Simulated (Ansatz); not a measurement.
**CH6OSSi: single points with varied inputs**

Aim: run CH6OSSi under a spread of inputs, and see what each costs and gives.

Computed with Ansatz 0.2.0, Gaussian basis. Level: the settings change from run to run.

### Step 1. The relaxed structure

The structure was relaxed beforehand with PBE0-D4 in a triple-zeta def2 set.

10 atoms, charge 0, spin multiplicity 1.

Atoms are counted from 1 here; the program's logs count them from 0.

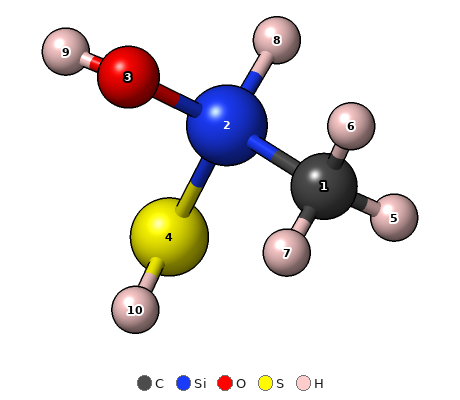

The geometry (carbon dark grey, silicon blue, oxygen red, sulfur yellow, hydrogen pink); atoms are numbered from 1 in the order of the file.

### Step 2. wPBEh/def2-TZVP

Input file in.yaml:

```yaml
crystal:
  periodic: [false, false, false]
  atoms:
    - {symbol: C, position_ang: [-0.953409, 0.912915, -0.368439]}
    - {symbol: Si, position_ang: [-0.031711, -0.579071, 0.226523]}
    - {symbol: O, position_ang: [0.661082, -0.139145, 1.653423]}
    - {symbol: S, position_ang: [1.417168, -1.286259, -1.182570]}
    - {symbol: H, position_ang: [-1.481660, 0.692266, -1.297872]}
    - {symbol: H, position_ang: [-1.681638, 1.230231, 0.382151]}
    - {symbol: H, position_ang: [-0.267473, 1.743848, -0.548651]}
    - {symbol: H, position_ang: [-0.914792, -1.764534, 0.386845]}
    - {symbol: H, position_ang: [1.285072, -0.756357, 2.039201]}
    - {symbol: H, position_ang: [2.050562, -0.104994, -1.287811]}
basis:
  gaussian: {orbitals: def2-TZVP}
hamiltonian: {xc: {name: wPBEh}}
output: {forces: true}
```

On the command line:

```console
> ansatz run in.yaml --threads 2 --pin off --events-out ev --progress --plain --max-ram 4352MiB
```

Output, shortened:

```text
Functional definition: wPBEh
  name "wPBEh"
  cite "Heyd, Scuseria & Ernzerhof, J. Chem. Phys. 118, 8207 (2003) doi:10.1063/1.1564060"
  cite "Krukau, Vydrov, Izmaylov & Scuseria, J. Chem. Phys. 125, 224106 (2006) doi:10.1063/1.2404663"
  cite "Heyd & Scuseria, J. Chem. Phys. 120, 7274 (2004) doi:10.1063/1.1668634"
  cite "Ernzerhof & Perdew, J. Chem. Phys. 109, 3313 (1998) doi:10.1063/1.476928"
  cite "Perdew, Burke & Ernzerhof, Phys. Rev. Lett. 77, 3865 (1996) doi:10.1103/PhysRevLett.77.3865"
  parent pbe
[...]
1134 factors; their error is unknown
83 factors; integrals over basis functions are off by at most 4.6e-7 eV
[...]
mean field -21889.96070222 eV, -804.4412182584 hartree, gradient 3.3e-5 eV, S^2 0.000000; 0 other end points of the search recorded, 0 dependent functions left out
[...]
reference -21889.96074103 eV, -804.4412196847 hartree; 25, 25 occupied and 147, 147 virtual orbitals, 1134 factors
Total energy: -21889.96074103 eV, -804.4412196847 hartree
Atom 0 at    -0.953409     0.912915    -0.368439 Å, force    -0.013697     0.014770    -0.004028 eV/Å
Atom 1 at    -0.031711    -0.579071     0.226523 Å, force    -0.027003    -0.007785    -0.005819 eV/Å
Atom 2 at     0.661082    -0.139145     1.653423 Å, force     0.012122    -0.007531     0.023289 eV/Å
Atom 3 at     1.417168    -1.286259    -1.182570 Å, force     0.021203    -0.014116    -0.019273 eV/Å
Atom 4 at    -1.481660     0.692266    -1.297872 Å, force     0.001344     0.005203     0.007179 eV/Å
Atom 5 at    -1.681638     1.230231     0.382151 Å, force     0.003662     0.000592    -0.007471 eV/Å
Atom 6 at    -0.267473     1.743848    -0.548651 Å, force    -0.009064    -0.003920     0.001468 eV/Å
Atom 7 at    -0.914792    -1.764534     0.386845 Å, force     0.006492     0.007608     0.000430 eV/Å
Atom 8 at     1.285072    -0.756357     2.039201 Å, force     0.000342     0.007291     0.007968 eV/Å
Atom 9 at     2.050562    -0.104994    -1.287811 Å, force     0.004599    -0.002111    -0.003742 eV/Å
Dipole moment:     0.016689     0.117602     0.076862 e Å
```

It took 3.9 s on 2 threads of Arm Neoverse V2, shared host.

Largest force 0.032 eV/Å, dipole 0.68 D.

### Step 3. RPA/def2-TZVPP

Set apart from the defaults: atoms shaken by 0.03 Å.

Input file in.yaml:

```yaml
crystal:
  periodic: [false, false, false]
  atoms:
    - {symbol: C, position_ang: [-0.980390, 0.929137, -0.350580]}
    - {symbol: Si, position_ang: [-0.034524, -0.593293, 0.220688]}
    - {symbol: O, position_ang: [0.678759, -0.103511, 1.630466]}
    - {symbol: S, position_ang: [1.412436, -1.212359, -1.185543]}
    - {symbol: H, position_ang: [-1.487180, 0.678295, -1.274128]}
    - {symbol: H, position_ang: [-1.664719, 1.225942, 0.412632]}
    - {symbol: H, position_ang: [-0.266681, 1.739936, -0.606528]}
    - {symbol: H, position_ang: [-0.906060, -1.759711, 0.348965]}
    - {symbol: H, position_ang: [1.267948, -0.802497, 2.038246]}
    - {symbol: H, position_ang: [2.035344, -0.064046, -1.308223]}
basis:
  gaussian: {orbitals: def2-TZVPP}
hamiltonian: {xc: {name: r2SCAN}}
correlation: {method: rpa}
```

Launched as before.

Output, shortened:

```text
Functional definition: r2SCAN
  name "r2SCAN"
  cite "Furness, Kaplan, Ning, Perdew & Sun, J. Phys. Chem. Lett. 11, 8208 (2020) doi:10.1021/acs.jpclett.0c02405"
  cite "Furness, Kaplan, Ning, Perdew & Sun, J. Phys. Chem. Lett. 11, 9248 (2020) doi:10.1021/acs.jpclett.0c03077"
  parent r2scan
[...]
1327 factors; integrals over basis functions are off by at most 9.2e-4 eV
[...]
mean field -21896.31655940 eV, -804.6747917016 hartree, gradient 2.8e-6 eV, S^2 0.000000; 0 other end points of the search recorded, 0 dependent functions left out
12 core orbitals not correlated: weight in the atoms' cores, before any rotation towards them, 1.000 or more for the frozen orbitals, at most 0.000 for the correlated occupied ones
reference -21846.01673149 eV, -802.8263071202 hartree; 13, 13 occupied and 205, 205 virtual orbitals, 1327 factors
Total energy: -21877.53525309 eV, -803.9845914249 hartree
```

It took 10 s on 2 threads of Arm Neoverse V2, shared host; peak memory 0.5 GiB.

### Step 4. wB97X-V/def2-mTZVP

Input file in.yaml:

```yaml
crystal:
  periodic: [false, false, false]
  atoms:
    - {symbol: C, position_ang: [-0.953409, 0.912915, -0.368439]}
    - {symbol: Si, position_ang: [-0.031711, -0.579071, 0.226523]}
    - {symbol: O, position_ang: [0.661082, -0.139145, 1.653423]}
    - {symbol: S, position_ang: [1.417168, -1.286259, -1.182570]}
    - {symbol: H, position_ang: [-1.481660, 0.692266, -1.297872]}
    - {symbol: H, position_ang: [-1.681638, 1.230231, 0.382151]}
    - {symbol: H, position_ang: [-0.267473, 1.743848, -0.548651]}
    - {symbol: H, position_ang: [-0.914792, -1.764534, 0.386845]}
    - {symbol: H, position_ang: [1.285072, -0.756357, 2.039201]}
    - {symbol: H, position_ang: [2.050562, -0.104994, -1.287811]}
basis:
  gaussian: {orbitals: def2-mTZVP}
hamiltonian: {xc: {name: wB97X-V}}
```

The command is unchanged.

Output, shortened:

```text
Functional definition: wB97X-V
  name "wB97X-V"
  cite "Mardirossian & Head-Gordon, Phys. Chem. Chem. Phys. 16, 9904 (2014) doi:10.1039/C3CP54374A"
  cite "Becke, J. Chem. Phys. 107, 8554 (1997) doi:10.1063/1.475007"
  cite "Vydrov & Van Voorhis, J. Chem. Phys. 133, 244103 (2010) doi:10.1063/1.3521275"
[...]
      + integral(e_c_pw_opposite_spin*poly(b97_u_opposite, cos0, cos1)) + vv10(b, c)
1052 factors; their error is unknown
328 factors; integrals over basis functions are off by at most 1.2e-5 eV
[...]
mean field -21894.67584570 eV, -804.6144965851 hartree, gradient 3.0e-5 eV, S^2 0.000000; 0 other end points of the search recorded, 0 dependent functions left out
reference -21894.67584371 eV, -804.6144965121 hartree; 25, 25 occupied and 80, 80 virtual orbitals, 1052 factors
Total energy: -21894.67584371 eV, -804.6144965121 hartree
```

Run time: 6 s. Hardware: 2 threads of Arm Neoverse V2, shared host.

### Step 5. CAM-B3LYP/6-31G

Set apart from the defaults: charge +1, multiplicity 2, a point charge of -1.00 e beside it, D3(BJ) dispersion.

Edit in.yaml of step 4 so:

```diff
@@ -14,3 +14,6 @@
 basis:
-  gaussian: {orbitals: def2-mTZVP}
-hamiltonian: {xc: {name: wB97X-V}}
+  gaussian: {orbitals: 6-31G, point_charges: [{charge: -1.00, position_ang: [4.757, -0.664, 0.037]}]}
+total_charge: 1
+magnetization: {spin_polarized: true, initial_magnetization: 1}
+hamiltonian: {xc: {name: CAM-B3LYP}, dispersion: d3bj}
+output: {forces: true}
```

Launched as before.

Output, shortened:

```text
Functional definition: CAM-B3LYP
  name "CAM-B3LYP"
  cite "Yanai, Tew & Handy, Chem. Phys. Lett. 393, 51 (2004) doi:10.1016/j.cplett.2004.06.011"
  cite "Iikura, Tsuneda, Yanai & Hirao, J. Chem. Phys. 115, 3540 (2001) doi:10.1063/1.1383587"
  cite "Becke, Phys. Rev. A 38, 3098 (1988) doi:10.1103/PhysRevA.38.3098"
  cite "Lee, Yang & Parr, Phys. Rev. B 37, 785 (1988) doi:10.1103/PhysRevB.37.785"
  cite "Vosko, Wilk & Nusair, Can. J. Phys. 58, 1200 (1980) doi:10.1139/p80-159"
[...]
  # Exact exchange under (alpha + beta erf(omega r))/r, Becke's under what is left of 1/r.
[...]
674 factors; integrals over basis functions are off by at most 2.8e-4 eV
309 factors; integrals over basis functions are off by at most 6.3e-6 eV
[...]
mean field -21885.66022472 eV, -804.2831786253 hartree, gradient 4.3e-5 eV, S^2 0.752137; 2 other end points of the search recorded, 0 dependent functions left out
[...]
Atom 0 at    -0.953409     0.912915    -0.368439 Å, force     0.202684     0.239223    -0.970364 eV/Å
Atom 1 at    -0.031711    -0.579071     0.226523 Å, force    -3.802837     0.232827     1.315472 eV/Å
Atom 2 at     0.661082    -0.139145     1.653423 Å, force     0.856897     0.121622     0.686134 eV/Å
Atom 3 at     1.417168    -1.286259    -1.182570 Å, force     1.781710    -0.968817    -1.675351 eV/Å
Atom 4 at    -1.481660     0.692266    -1.297872 Å, force    -0.161723     0.152708    -0.038452 eV/Å
Atom 5 at    -1.681638     1.230231     0.382151 Å, force     0.094391    -0.193806     0.126449 eV/Å
Atom 6 at    -0.267473     1.743848    -0.548651 Å, force    -0.044385     0.099838     0.048919 eV/Å
Atom 7 at    -0.914792    -1.764534     0.386845 Å, force     0.117593    -0.198394    -0.165741 eV/Å
Atom 8 at     1.285072    -0.756357     2.039201 Å, force     0.833292     0.012384     1.153971 eV/Å
Atom 9 at     2.050562    -0.104994    -1.287811 Å, force     1.209184     0.544053    -0.240561 eV/Å
Dipole moment:     0.757603    -0.252983    -0.538007 e Å
```

Run time: 3.1 s. Hardware: 2 threads of Arm Neoverse V2, shared host.

Largest force 4.031 eV/Å, ⟨S²⟩ 0.752.

### Step 6. r2SCANh/def2-TZVP

Set apart from the defaults: atoms shaken by 0.03 Å, density fitting with def2-universal-jkfit, a point charge of 0.50 e beside it.

Input file in.yaml:

```yaml
crystal:
  periodic: [false, false, false]
  atoms:
    - {symbol: C, position_ang: [-0.960611, 0.914704, -0.340822]}
    - {symbol: Si, position_ang: [-0.027580, -0.575446, 0.246822]}
    - {symbol: O, position_ang: [0.640854, -0.143495, 1.653745]}
    - {symbol: S, position_ang: [1.396454, -1.302088, -1.137312]}
    - {symbol: H, position_ang: [-1.508589, 0.714869, -1.299836]}
    - {symbol: H, position_ang: [-1.715321, 1.227320, 0.381391]}
    - {symbol: H, position_ang: [-0.244106, 1.782705, -0.560408]}
    - {symbol: H, position_ang: [-0.905615, -1.806483, 0.347392]}
    - {symbol: H, position_ang: [1.239530, -0.759011, 1.999572]}
    - {symbol: H, position_ang: [2.058588, -0.040121, -1.244888]}
basis:
  gaussian: {orbitals: def2-TZVP, fitting: {mean_field: def2-universal-jkfit}, point_charges: [{charge: 0.50, position_ang: [6.070, 0.279, -0.366]}]}
hamiltonian: {xc: {name: r2SCANh}}
output: {forces: true}
```

Launched as before.

Output, shortened:

```text
Functional definition: r2SCANh
  name "r2SCANh"
  cite "Bursch, Neugebauer, Ehlert & Grimme, J. Chem. Phys. 156, 134105 (2022) doi:10.1063/5.0086040"
  cite "Furness, Kaplan, Ning, Perdew & Sun, J. Phys. Chem. Lett. 11, 8208 (2020) doi:10.1021/acs.jpclett.0c02405"
  cite "Furness, Kaplan, Ning, Perdew & Sun, J. Phys. Chem. Lett. 11, 9248 (2020) doi:10.1021/acs.jpclett.0c03077"
  parent r2scan
[...]
516 factors; integrals over basis functions are off by at most 8.8e-1 eV
[...]
mean field -21895.86424401 eV, -804.6581694176 hartree, gradient 3.8e-5 eV, S^2 0.000000; 0 other end points of the search recorded, 0 dependent functions left out
[...]
reference -21895.86425461 eV, -804.6581698070 hartree; 25, 25 occupied and 147, 147 virtual orbitals, 516 factors
Total energy: -21895.86425461 eV, -804.6581698070 hartree
Atom 0 at    -0.960611     0.914704    -0.340822 Å, force     0.421332     0.833218    -1.363623 eV/Å
Atom 1 at    -0.027580    -0.575446     0.246822 Å, force    -1.351039    -0.383236    -0.635216 eV/Å
Atom 2 at     0.640854    -0.143495     1.653745 Å, force    -0.756837     1.327772    -0.078213 eV/Å
Atom 3 at     1.396454    -1.302088    -1.137312 Å, force     1.279934     1.561393    -0.423252 eV/Å
Atom 4 at    -1.508589     0.714869    -1.299836 Å, force     0.552137     0.048879     0.797910 eV/Å
Atom 5 at    -1.715321     1.227320     0.381391 Å, force     0.163477     0.108380     0.112990 eV/Å
Atom 6 at    -0.244106     1.782705    -0.560408 Å, force    -1.025054    -1.128533     0.459362 eV/Å
Atom 7 at    -0.905615    -1.806483     0.347392 Å, force     0.263603     0.465849     0.098725 eV/Å
Atom 8 at     1.239530    -0.759011     1.999572 Å, force     1.278936    -1.242793     0.963241 eV/Å
Atom 9 at     2.058588    -0.040121    -1.244888 Å, force    -0.828142    -1.575898     0.069897 eV/Å
Dipole moment:    -0.087963     0.122388     0.100904 e Å
```

It took 4.4 s on 2 threads of Arm Neoverse V2, shared host.

Largest force 2.063 eV/Å, dipole 0.87 D.

(Part 1 of 2 ends here.)
